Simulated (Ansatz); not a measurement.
# How Ag(110) screens a field, part 2 of 2

Wanted: the response of a Ag(110) slab to a perpendicular field.

Ansatz 0.2.0; plane-wave DFT, PBE, Ansatz PAW (the session's first sound run).

So far. Step 9 (Single point, field 0.4 V/Å): The dipole is 0.302 e·Å.

**10. The response**

This step: plane-wave DFT, PBE, Ansatz PAW; screening of a field by a metal slab (Ansatz 0.2.0).

The dipoles give the slope, and the difference of two potentials shows where the field is screened.

Numbers from this step:

- equivalent conductor thickness p/(ε₀AE): 11.53 Å
- distance between the outer atoms: 8.676 Å
- inner field over outer field: 0.006142
- image plane, upper face: 1.521 Å
- induced electrons on the upper face over ε₀E: -0.9836
- image plane, lower face: 1.521 Å
- induced electrons on the lower face over ε₀E: 0.9836

The dipole of the cell by applied field:

```tsv
applied field (V/Å)	dipole of the cell (e·Å)
-0.200	-0.151
-0.100	-0.0754
-0.050	-0.0377
0.000	0
0.050	0.0377
0.100	0.0754
0.200	0.151
0.400	0.302
```

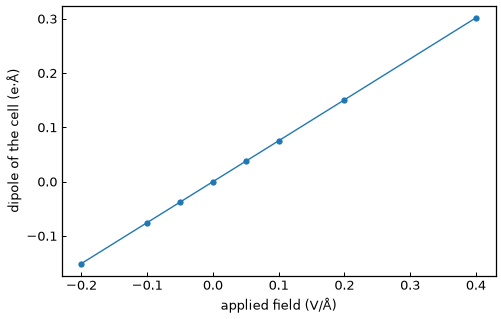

Dipole of the cell, plotted against applied field.

Local field over the applied field, running mean. From the potentials at -0.05 and 0.05 V/Å; running mean over 1.446 Å. The local field over applied field by z:

```tsv
z (Å)	local field over applied field
5	0.993
6	0.958
7	0.786
8	0.325
9	-0.00167
10	0.00371
11	0.0138
12	-0.00972
13	0.00657
14	1.8e-4
15	-0.00611
16	0.0198
17	-0.0110
18	0.0565
19	0.492
20	0.870
21	0.976
22	0.996
```

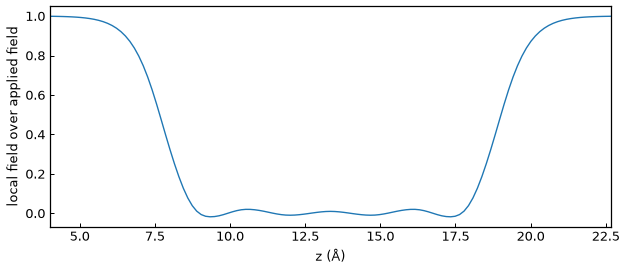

Local field over applied field against z.

The induced electron density oscillates, so the rows of the table below give means over windows of 2.96 Å about each position, cut where the curve ends. Its maxima inside the range that stand out by 2 % of the span (Å: e/Å³ per V/Å): 8.0: 0.00381, 11.1: 3.5e-4, 14.1: 2.5e-4, 16.9: 5.5e-4. Its minima: 9.8: -5.5e-4, 12.6: -2.5e-4, 15.6: -3.5e-4, 18.7: -0.00381.

Electrons, planar mean, per unit field. The induced electron density by z; means over each step:

```tsv
z (Å)	induced electron density (e/Å³ per V/Å)
5.48	3.1e-4
8.44	0.00154
11.40	-6.8e-6
14.36	-3.3e-5
17.32	-6.8e-4
20.28	-0.00113
```

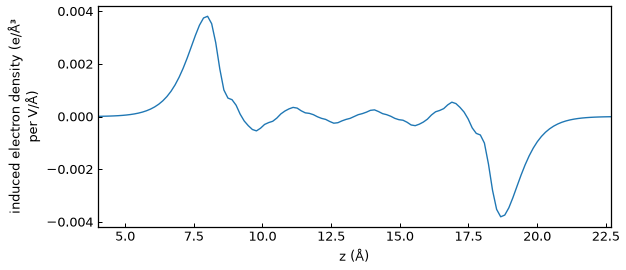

Induced electron density, plotted against z.

By hand: between -0.05 and 0.05 V/Å the dipole changes by 0.07536 e·Å, a slope of 0.7536 e·Å²/V. A perfect conductor of thickness t has p = ε₀AEt, so t = 180.95 × 0.7536 / 11.829 = 11.53 Å (e/ε₀ = 180.95 V·Å, A in Å²). Less the 8.68 Å between the outer atoms, and halved, that puts each image plane 1.43 Å out.

The induced dipole is that of a conductor 11.53 Å thick.

**11. A changed input**

This step: plane-wave DFT, PBE, Ansatz PAW, but for the change named below (Ansatz 0.2.0).

A run with a changed input: it repeats the earlier run at 0.05 V/Å with hamiltonian.xc from pbe to lda and scf.mixing.preconditioner to resta.

input.yaml reads:

```yaml
crystal:
  lattice:
    - [4.09, 0.0, 0.0]
    - [0.0, 2.8920667351, 0.0]
    - [0.0, 0.0, 26.6762002052]
  atoms:
    - { symbol: Ag, position: [0.0, 0.0, 0.3373793843] }
    - { symbol: Ag, position: [0.5, 0.5, 0.3915862562] }
    - { symbol: Ag, position: [0.0, 0.0, 0.4457931281] }
    - { symbol: Ag, position: [0.5, 0.5, 0.5] }
    - { symbol: Ag, position: [0.0, 0.0, 0.5542068719] }
    - { symbol: Ag, position: [0.5, 0.5, 0.6084137438] }
    - { symbol: Ag, position: [0.0, 0.0, 0.6626206157] }
kpoints:
  mp_grid: { grid: [12, 18, 1] }
hamiltonian:
  xc: lda
scf:
  occupations: { method: fermi_dirac, width: 0.1 }
  convergence: { dr2_threshold: 1.0e-10 }
  mixing: { preconditioner: resta }
efield:
  axis: 3
  dipole_correction: true
  ramp_position: 0.97
  ramp_width: 0.06
  amplitude: 0.05
output:
  forces: true
  write_potential: true
  write_density: true
  volumetric_format: npy
```

On the command line:

```bash
$ ansatz run input.yaml --threads 4 --pin off --max-ram 6144MiB --backend cpu --events-out ev --progress --plain --runs-dir out
```

Numbers of over 12 decimals in the logs are rounded to 6 here.

Log:

```text
[...]
Crystal: 7 atoms, lattice volume = 315.541 Å³
Basis set: ecut = 420 eV, 6169 PW (Γ)
Bands: 80, of which v1, the nominal top of the filled ones, is band 67 counted from 1 (66 counted from 0)
Symmetry: 4 space group operations
k-points: 70 of 216
[...]
SCF iter   1: F=—  HF=-52207.191806 eV  |F-HF|=—  |Δ(HF+E_count)|=         —  Δρ=4.81e-2  dr2=8.21e0  ethr=3.10e-3  p=0.036 e·Å  D=2.07e-2 V/Å  ΔV_dip=-0.55 eV  dr2_dipole=1.27e-4  V_vac-E_F(+/−)=5.30/4.64 eV  ⟨swp⟩=7.8  Hψ=23419  notcnv=0  defer=90
[...]
SCF iter  18: F=-52204.807701 eV  HF=-52204.807701 eV  |F-HF|=2.91e-11  |Δ(HF+E_count)|=  4.37e-11  Δρ=4.71e-8  dr2=2.00e-11  ethr=1.00e-12  p=0.037 e·Å  D=2.15e-2 V/Å  ΔV_dip=-0.57 eV  dr2_dipole=7.00e-13  V_vac-E_F(+/−)=4.85/4.20 eV  ⟨swp⟩=6.0  Hψ=25243  notcnv=0
SCF 1 converged in 18 iterations: F = -52204.807701 eV  dr2 = 2.00e-11
[...]
SCF converged after 18 iterations
Stability not checked: this state was not tested for a lower state beside it, because the mixer in use, unlike msr1, does not test its closes by its own steps (another_mixer; see scf.mixing.algorithm and scf.lower_state_search)
Free energy (F): -52204.807701 eV
[...]
Internal energy: -52204.740431 eV  (E = F + TS)
E sigma→0 (E₀):  -52204.774066 eV
Entropy (-TS):   -0.067270 eV (-9.610 meV/atom)
Fermi energy:    3.594221 eV
Dipole field:    D = 0.021458 V/Å  (p = 0.037419 e·Å, saw-weighted, corrected)
Work function:   not extracted (applied field tilts the vacuum); planar V_es + V_field profile in the machine report
[...]
--- Forces (eV/Å), atoms counted from 1 ---
  atom   1  Ag     0.00000000     0.00000000     0.76587169
  atom   2  Ag     0.00000000     0.00000000    -0.15697539
  atom   3  Ag     0.00000000     0.00000000    -0.02469315
  atom   4  Ag     0.00000000     0.00000000    -0.00109347
  atom   5  Ag     0.00000000     0.00000000     0.02783119
  atom   6  Ag     0.00000000     0.00000000     0.15484607
  atom   7  Ag     0.00000000     0.00000000    -0.76578762
  max |Σ_I F_I| component: 6.81e-7 eV/Å
--- Band table (eV; the first three rows and the last of 70) ---
  k-point 0: bands = [... 63 lower, 0.7920, 0.8723, 0.9072, 2.2461, 4.0378, 5.7964, 5.9823, 7.4391, ... 9 higher]
  k-point 1: bands = [... 63 lower, 0.8477, 0.8505, 0.8844, 2.2902, 4.1003, 5.9477, 6.0490, 7.5452, ... 9 higher]
  k-point 2: bands = [... 63 lower, 0.7648, 0.8950, 0.9202, 2.4220, 4.2826, 6.2431, 6.3720, 7.8538, ... 9 higher]
  k-point 69: bands = [... 63 lower, 3.8049, 3.8784, 5.3051, 5.5225, 7.1135, 7.2048, 7.2245, 7.4680, ... 9 higher]
```

The job ended after 53 s (4 threads of Intel Xeon Platinum 8488C (Sapphire Rapids), shared host; peak memory 1.5 GiB; 3.5 min of CPU time).

This step gave:

- energy at zero smearing: -52204.7741 eV
- dipole along the normal: 0.03742 e·Å

Force by atom:

```tsv
atom	x (eV/Å)	y (eV/Å)	z (eV/Å)	size
Ag1	0.000	0.000	0.766	0.766
Ag2	0.000	0.000	-0.157	0.157
Ag3	0.000	0.000	-0.025	0.025
Ag4	0.000	0.000	-0.001	0.001
Ag5	0.000	0.000	0.028	0.028
Ag6	0.000	0.000	0.155	0.155
Ag7	0.000	0.000	-0.766	0.766
```

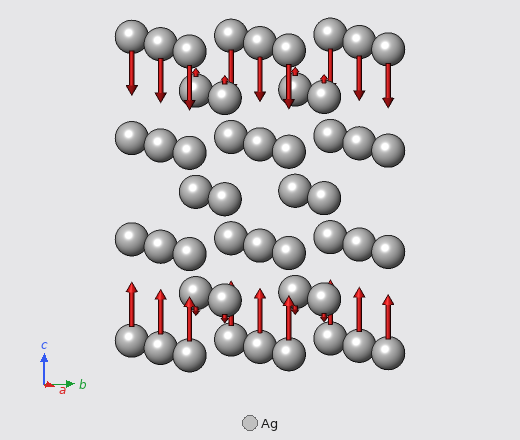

Force as arrows, the longest 0.766 eV/Å. 2×2×1 cells are drawn. Some periodic images of atoms are drawn too.

```tsv
quantity	this run	earlier run	difference
dipole along the normal (e·Å)	0.03742	0.03768	-2.6e-4
```

It moves by -0.000263 e·Å.

**12. Varying the input**

This step: plane-wave DFT, PBE, Ansatz PAW (Ansatz 0.2.0).

Another changed input: it repeats the earlier run at 0.05 V/Å with scf.initial_density.chi_scale to 0.3, kpoints.mp_grid.grid from [12, 18, 1] to [8, 12, 1] and kpoints.mp_grid.shift to [0.5, 0.5, 0.0].

Edit input.yaml of step 11 so:

```diff
@@ -14,5 +14,5 @@
 kpoints:
-  mp_grid: { grid: [12, 18, 1] }
+  mp_grid: { grid: [8, 12, 1], shift: [0.5, 0.5, 0.0] }
 hamiltonian:
-  xc: lda
+  xc: pbe
 scf:
@@ -20,3 +20,3 @@
   convergence: { dr2_threshold: 1.0e-10 }
-  mixing: { preconditioner: resta }
+  initial_density: { chi_scale: 0.3 }
 efield:
```

Log:

```text
[...]
Crystal: 7 atoms, lattice volume = 315.541 Å³
Basis set: ecut = 420 eV, 6169 PW (Γ), exchange–correlation on 60×40×360 points (8 copies of the dense FFT grid, shifted against one another)
Bands: 80, of which v1, the nominal top of the filled ones, is band 67 counted from 1 (66 counted from 0)
Symmetry: 4 space group operations
k-points: 24 of 96
[...]
SCF iter   1: F=—  HF=-53134.055436 eV  |F-HF|=—  |Δ(HF+E_count)|=         —  Δρ=3.86e-2  dr2=6.13e0  ethr=3.10e-3  p=0.000 e·Å  D=2.29e-13 V/Å  ΔV_dip=-0.00 eV  dr2_dipole=3.94e-1  V_vac-E_F(+/−)=5.17/3.95 eV  ⟨swp⟩=7.4  Hψ=7841  notcnv=0  defer=21
[...]
SCF iter  13: F=-53132.561111 eV  HF=-53132.561111 eV  |F-HF|=1.60e-10  |Δ(HF+E_count)|=  2.26e-10  Δρ=1.06e-7  dr2=3.46e-11  ethr=1.00e-12  p=0.038 e·Å  D=2.16e-2 V/Å  ΔV_dip=-0.58 eV  dr2_dipole=1.71e-13  V_vac-E_F(+/−)=4.41/3.77 eV  ⟨swp⟩=17.2  Hψ=11620  notcnv=0
SCF 1 converged in 13 iterations: F = -53132.561111 eV  dr2 = 3.46e-11
[...]
SCF converged after 13 iterations
Free energy (F): -53132.561111 eV
[...]
Internal energy: -53132.502892 eV  (E = F + TS)
E sigma→0 (E₀):  -53132.532001 eV
Entropy (-TS):   -0.058218 eV (-8.317 meV/atom)
Fermi energy:    4.048671 eV
Dipole field:    D = 0.021599 V/Å  (p = 0.037664 e·Å, saw-weighted, corrected)
Work function:   not extracted (applied field tilts the vacuum); planar V_es + V_field profile in the machine report
[...]
--- Forces (eV/Å), atoms counted from 1 ---
  atom   1  Ag     0.00000000     0.00000000     0.05388892
  atom   2  Ag     0.00000000     0.00000000    -0.33806015
  atom   3  Ag     0.00000000     0.00000000    -0.03891401
  atom   4  Ag     0.00000000     0.00000000    -0.00109401
  atom   5  Ag     0.00000000     0.00000000     0.04194424
  atom   6  Ag     0.00000000     0.00000000     0.33608060
  atom   7  Ag     0.00000000     0.00000000    -0.05384509
  max |Σ_I F_I| component: 5.11e-7 eV/Å
--- Band table (eV; the first three rows and the last of 24) ---
  k-point 0: bands = [... 63 lower, 1.1496, 1.1776, 1.2357, 2.6891, 4.5042, 6.0273, 6.4004, 7.5675, ... 9 higher]
  k-point 1: bands = [... 63 lower, 1.0680, 1.2027, 1.3069, 2.9033, 4.7842, 6.6222, 6.6916, 7.9925, ... 9 higher]
  k-point 2: bands = [... 63 lower, 1.1498, 1.1833, 1.5053, 3.3260, 5.2996, 7.2189, 7.6154, 8.5584, ... 9 higher]
  k-point 23: bands = [... 63 lower, 3.7451, 4.4388, 5.1476, 5.9518, 6.7405, 7.6921, 7.8367, 8.0420, ... 9 higher]
```

It took 18 s on 4 threads; peak memory 1 GiB; 68 s of CPU time.

```tsv
quantity	this run	earlier run	difference
dipole along the normal (e·Å)	0.03766	0.03768	-1.7e-5
```

The dipole moves by under 0.5 % or 5e-5 e·Å.

The change did no harm here.

**13. Outcome**

```
work function                                : 4.13 eV
image plane, upper face                      : 1.52 Å
induced electrons on the upper face over ε₀E : -0.984
equivalent conductor thickness p/(ε₀AE)      : 11.5 Å
inner field over outer field                 : 0.00614
```

In words: The induced charge has its centre 1.52 Å outside the outermost atoms; this is the plane from which a capacitor's gap or an image potential counts. The equivalent conductor thickness exceeds the distance between the outer atoms by 2.85 Å, about the sum of the two image-plane distances. In the middle of the slab the field is screened to under 2 % of its outer value. The atoms are held at bulk positions with the tabulated experimental lattice constant.

[Logs are printed without paths, hosts, clocks, repeated set-up lines and the standing remarks that a program may print on its own settings, such as how far it seeks lower states.]

[Hosts, paths, dates, database ids (printed as entryN), source tags and the programs' standing remarks are cut or masked in the printed files.]

[Maps of the electrostatic potential energy from Ansatz leave out the sawtooth potential of an applied field or a dipole correction, so their vacuum need not be flat; planar profiles and work functions include it.]
